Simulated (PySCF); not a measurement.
```xyz
4

F     0.0460    0.1773   -0.2248
H     0.4954   -0.4002    0.3502
C     1.4565   -1.6521    1.5968
O     1.9864   -2.3514    2.2924
```

Geometry: PBE0-D3(BJ)/def2-TZVPD.

Level of theory: wB97M-D3(BJ)/def2-TZVPD, SCF density, gas phase (PySCF 2.14.0).

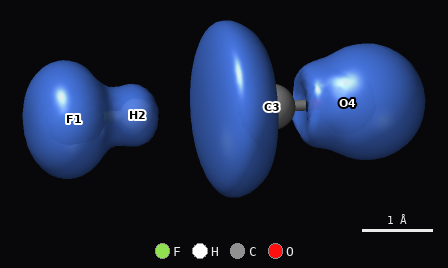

HF···CO (SMILES F.[C-]#[O+]). Isosurface of the ELF at 0.75 (blue), seen from one side. Core shells and regions of very low density are left out.

What do the ELF domains correspond to?

Answer. The ELF exceeds this value in one region on O in which the atom's valence shell and bonds are merged, one lobe on C, pointing away from the bonds (lone pairs) and one joined region spread over several atoms (F, H), in which their bonds and any lone pairs are merged.

Values along the shortest contacts:
C3···H2 (2.01 Å): the ELF dips to about 0.10 between them. C–O (1.12 Å): the ELF peaks at about 0.85 between the atoms; a short, multiple covalent bond.
